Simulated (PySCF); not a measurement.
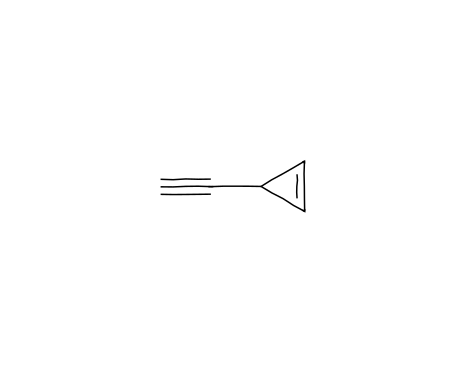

Skeletal drawing of a molecule.

Question: Transcribe the drawing into SMILES.

Answer: C#CC1C=C1

Question: Give the formula, hydrogens included.

Answer: C5H4.

Question: An optimisation with GFN2-xTB gave a structure of which point group?

Answer: Cs.

The parts below concern this one geometry. Atoms keep their numbers from picture to picture. The computed structure is the end point of a GFN2-xTB optimisation. No frequency run is at hand to confirm it as a minimum.

### Charges

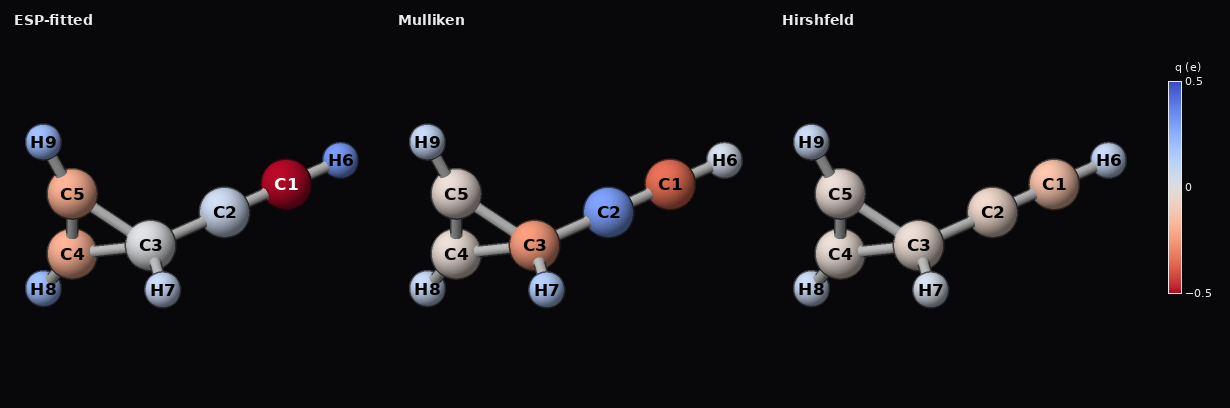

Atomic charges of one calculation by 3 schemes, on one colour scale. No frequency run is at hand to confirm it as a minimum. Method: PBE0/pcSseg-1 (PySCF 2.14.0).

Question: Which scheme gives the most polar picture (largest mean size of the charges)?

Answer: The ESP-fitted charges are the largest in size here, and the Hirshfeld charges the smallest.

Question: On which atom do the schemes disagree most?

Answer: On C1 (from −0.49 to −0.13 e); C2 (from −0.06 to 0.30 e).

List the charges (e), one line for each set of equivalent atoms.

| atom | ESP-fitted | Mulliken | Hirshfeld |
| --- | --- | --- | --- |
| C1 | −0.49 | −0.35 | −0.13 |
| C2 | 0.06 | 0.30 | −0.06 |
| C3 | 0.01 | −0.25 | −0.04 |
| C4, C5 | −0.19 | −0.03 | −0.03 |
| H6 | 0.31 | 0.04 | 0.09 |
| H7 | 0.08 | 0.14 | 0.04 |
| H8, H9 | 0.21 | 0.09 | 0.08 |

### Electronic properties

No frequency run is at hand to confirm it as a minimum. Level of theory: PBE0/def2-SVPD, gas phase (PySCF 2.14.0). Excitations: vertical, linear response.

What does the calculation give?

- dipole moment: 1.20 D
- HOMO energy (Kohn–Sham orbital): −7.25 eV
- LUMO energy (Kohn–Sham orbital): −0.37 eV
- HOMO–LUMO gap: 6.88 eV
- mean static polarisability: 53.7 bohr³
- lowest vertical singlet excitation: 5.52 eV
- its oscillator strength: 0.018
- brightest of the 6 lowest singlets: 6.70 eV
- its oscillator strength: 0.06

### NMR shielding

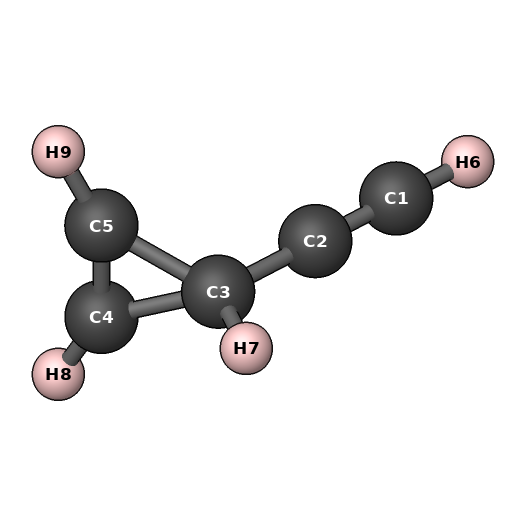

The questions are on isotropic NMR shieldings of the C atoms. No frequency run is at hand to confirm it as a minimum. Level of theory: GIAO PBE0/pcSseg-1 NMR shielding, non-relativistic, gas phase (PySCF 2.14.0).

Question: Which C atom is the most shielded (lowest chemical shift)?

Answer: C3 (181.1 ppm).

Question: Which C atom is the least shielded (highest chemical shift)?

Answer: C4, C5 (67.0 ppm).

Question: How wide is the range of C shifts?

Answer: 114.1 ppm.

List the isotropic NMR shieldings of the C atoms.

| atom | σ (ppm) |
| --- | --- |
| C1 | 120.5 |
| C2 | 91.9 |
| C3 | 181.1 |
| C4 | 67.0 |
| C5 | 67.0 |

Mulliken values depend strongly on the basis set and can even reverse the polarity of a bond.
